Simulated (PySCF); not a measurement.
C₅H₉O₂, SMILES CCCCO[C]=O, doublet at its GFN2-xTB optimised geometry (Å):

```
16

C     -0.2545    -2.1691    -1.2247
C     -0.7562    -0.7305    -1.2208
C     -0.2451     0.0339     0.0000
C     -0.7402     1.4698     0.0000
O     -0.2896     2.1774     1.2167
C      0.8916     2.6453     1.2911
O      1.8484     2.6944     0.5720
H     -0.5935    -2.6944    -0.3349
H     -0.6257    -2.6985    -2.0986
H      0.8324    -2.1938    -1.2440
H     -1.8484    -0.7247    -1.2196
H     -0.4215    -0.2255    -2.1292
H      0.8473     0.0339     0.0000
H     -0.5838    -0.4606     0.9130
H     -1.8282     1.5259     0.0425
H     -0.3639     2.0186    -0.8668
```

Method: unrestricted B3LYP/def2-TZVP in PySCF. Cells within 0.4 Å of a nucleus heavier than hydrogen are left out (blank, or x).

Map of the deformation density (molecule minus spherical neutral atoms) (e/bohr³) on the plane z = 0.0 Å:

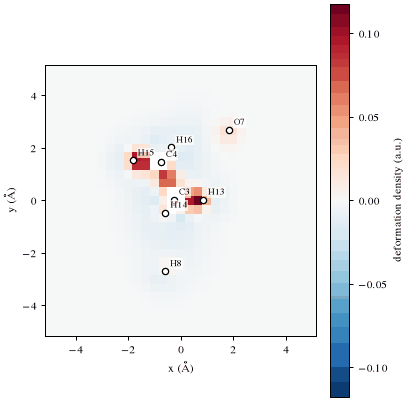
Figure. Deformation density (molecule minus spherical neutral atoms) (e/bohr³) on the plane z = 0.0 Å.
